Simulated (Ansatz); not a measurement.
The structure below was relaxed with PBEsol/PAW in Ansatz (an electronic-structure program), no SOC.

```
CELL_PARAMETERS angstrom
     -1.91164     1.91164     1.95716
      1.91164    -1.91164     1.95716
      1.91164     1.91164    -1.95716
ATOMIC_POSITIONS crystal
  Zn 0.00000 0.00000 0.00000
  O  0.75000 0.25000 0.50000
  O  0.25000 0.75000 0.50000
```

### Question
Find the space group and the Wyckoff positions.

### Answer
Space group I4/mmm (No. 139); a = 3.8233 Å, b = 3.8233 Å, c = 3.9143 Å, α = 90.00°, β = 90.00°, γ = 90.00°

| atom | site | symmetry | x | y | z |
|---|---|---|---|---|---|
| Zn | 2a | 4/mmm | 0.0000 | 0.0000 | 0.0000 |
| O | 4d | -4m2 | 0.0000 | 0.5000 | 0.2500 |

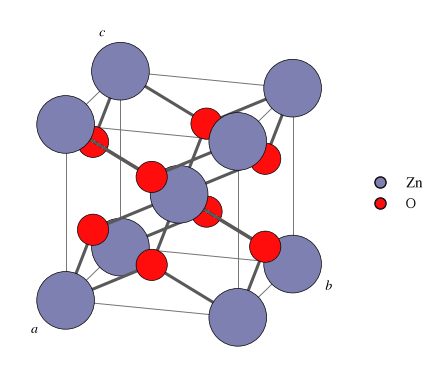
Fig. 1. The conventional cell

No phonon test of stability was made. The final runs are not spin-polarised. The cell was made from ZrO2 by this change: Zr → Zn; the result is a hypothetical phase, not in the database extracts checked.
